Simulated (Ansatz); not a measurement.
## Response to strain in SnSe2

Take SnSe2 in the CdI2 type structure (space group P-3m1, No. 164; layered, stacked along the Cartesian z axis) as the base.

```yaml
crystal:
  lattice:
    - [3.82584, 0.00000, 0.00000]
    - [-1.91292, 3.31327, 0.00000]
    - [0.00000, 0.00000, 6.23092]
  atoms:
    - { symbol: Sn, position: [0.00000, 0.00000, 0.00000] }
    - { symbol: Se, position: [0.33333, 0.66667, 0.25294] }
    - { symbol: Se, position: [0.66667, 0.33333, 0.74706] }
```

Cartesian axes are those of the cell as printed.

Strains are applied to the cell and any free atomic positions relax; under biaxial strain the out-of-plane vector relaxes too.

Method: r2SCAN+rVV10 (Ansatz, a quantum-chemistry and plane-wave program), scalar-relativistic without spin-orbit coupling.

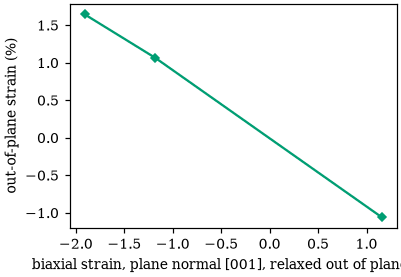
Fig. 1. Out-of-plane strain against biaxial strain, plane normal [001], relaxed out of plane

| biaxial strain, plane normal [001], relaxed out of plane (%) | out-of-plane strain |
|---|---|
| -1.91 | +1.65 % |
| -1.18 | +1.07 % |
| 1.16 | -1.06 % |

Whether these cells are dynamically stable was not tested.
